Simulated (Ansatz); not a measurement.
How methods differ on GaH2OF (SMILES [OH][GaH][F])

GaH2OF: 5 atoms, total charge 0, spin state singlet. SMILES: `[OH][GaH][F]`. The shape was relaxed beforehand at wB97X-V/def2-SVP. This is one conformer, not always the lowest.

| atom | x (Å) | y (Å) | z (Å) |
| --- | --- | --- | --- |
| O | -1.1260 | -0.5916 | -0.2797 |
| Ga | 0.3835 | 0.2847 | 0.0129 |
| F | 0.4437 | 1.7836 | -0.8817 |
| H | -1.2194 | -1.4292 | 0.1877 |
| H | 1.5681 | -0.1213 | 0.9196 |

Quantity: the dissociation energy of the F3–Ga2 bond into doublet F and doublet GaH2O (shapes relaxed at wB97X-V/def2-SVP, no zero-point term), in eV. The values are calculated.

| level | kind | program | value (eV) |
| --- | --- | --- | --- |
| HF/def2-TZVPP | Hartree–Fock | Ansatz | 4.10 |
| PBE/def2-TZVPP | GGA | Ansatz | 5.79 |
| r2SCAN/def2-TZVPP | meta-GGA | Ansatz | 5.69 |
| B3LYP/def2-TZVPP | global hybrid | Ansatz | 5.59 |
| MP2/def2-TZVPP | perturbation theory | Ansatz | 6.08 |

All-electron rows without a relativistic Hamiltonian named are non-relativistic. The values span 4.10 to 6.08 eV. Hartree–Fock misses the correlation of the electron pair that is broken and comes out low. Measured bond enthalpies also hold zero-point and thermal terms, a few tenths of an eV less. In the correlated wave-function rows the outer d shell of Ga is correlated, in sets not made for it.

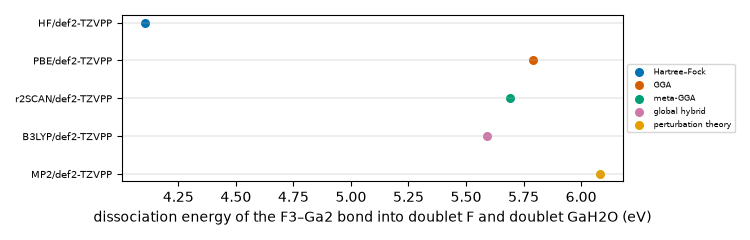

The values of the table, level by level.
